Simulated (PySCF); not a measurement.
```yaml
atoms:
  - { symbol: Cl, position_ang: [2.7595, -0.6639, -0.5041] }
  - { symbol: Si, position_ang: [1.1138, 0.4286, -0.0735] }
  - { symbol: Cl, position_ang: [1.6236, 2.3631, 0.2226] }
  - { symbol: O, position_ang: [0.1639, -0.2231, 1.1557] }
  - { symbol: Si, position_ang: [-1.1031, -0.4356, 0.0665] }
  - { symbol: Cl, position_ang: [-2.7485, 0.6560, 0.4993] }
  - { symbol: Cl, position_ang: [-1.6102, -2.3702, -0.2320] }
  - { symbol: O, position_ang: [-0.1529, 0.2167, -1.1624] }
```

Geometry: PBE0-D3(BJ)/def2-SVP.

These are results of PBE0/pcSseg-1, SCF density, gas phase, non-relativistic in PySCF, not measurements.

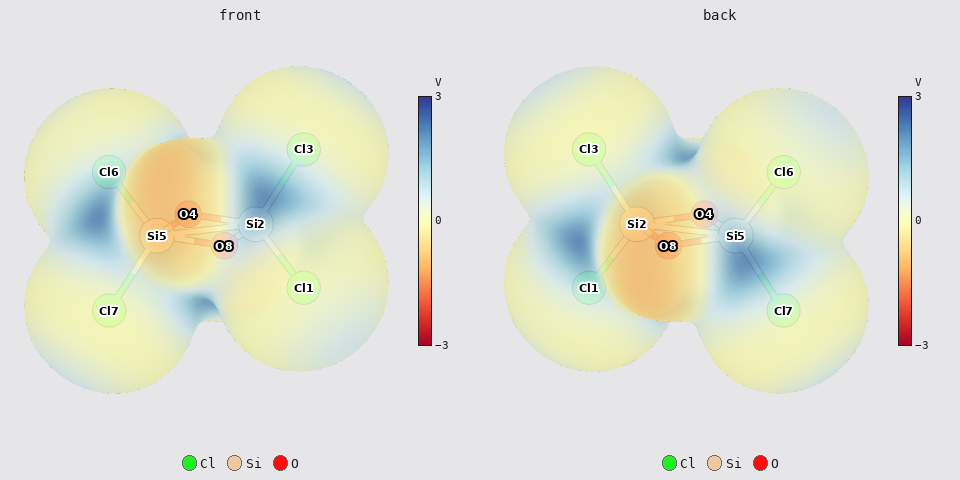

Cl₄O₂Si₂. The molecular electrostatic potential painted on the density surface at 0.002 e/bohr³, seen from the front and from behind; the colour scale runs from red (negative) to blue (positive).

**Describe the electrostatic potential map.**

The most negative region (about −0.9 V) lies over O4 and O8, the most positive (about +2.1 V) over Si2 and Si5. Cl1 shows a σ-hole: about +0.6 V at the tip opposite its bond, against about +0.1 V on its flanks. Cl3 shows a σ-hole: about +0.6 V at the tip opposite its bond, against about +0.1 V on its flanks. Cl6 shows a σ-hole: about +0.6 V at the tip opposite its bond, against about +0.1 V on its flanks. Cl7 shows a σ-hole: about +0.6 V at the tip opposite its bond, against about +0.1 V on its flanks.

**How polar is the molecule by this calculation?**

Its dipole moment is zero.
